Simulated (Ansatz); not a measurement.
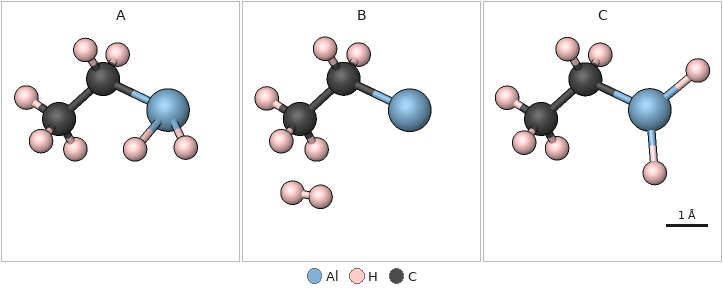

3 geometries from a converged minimum-energy path of C₂H₇Al, shuffled. A ball-and-stick model, seen at a tilt.

Computed with RHF/def2-SVP in Ansatz 0.2.0. Settings: 7 movable images; climbing image; force threshold 0.05 eV/Å; iteration limit 60; starting path through a guess of the saddle point.

**Which frame is the transition state?**

A. In order along the path, whose images run from 0 to 8: C (image 0, 0.00 eV), A (image 3, +3.74 eV), B (image 6, +1.44 eV). Breaking: 2 Al–H (1.58 → 4.88–5.12 Å). Forming: H–H (2.73 → 0.75 Å).

Limits of the set-up: Hartree-Fock leaves out electron correlation.

Cost: 2.2 min on 1 thread of Arm Neoverse V2, on a shared host, peak memory 0.14 GiB.
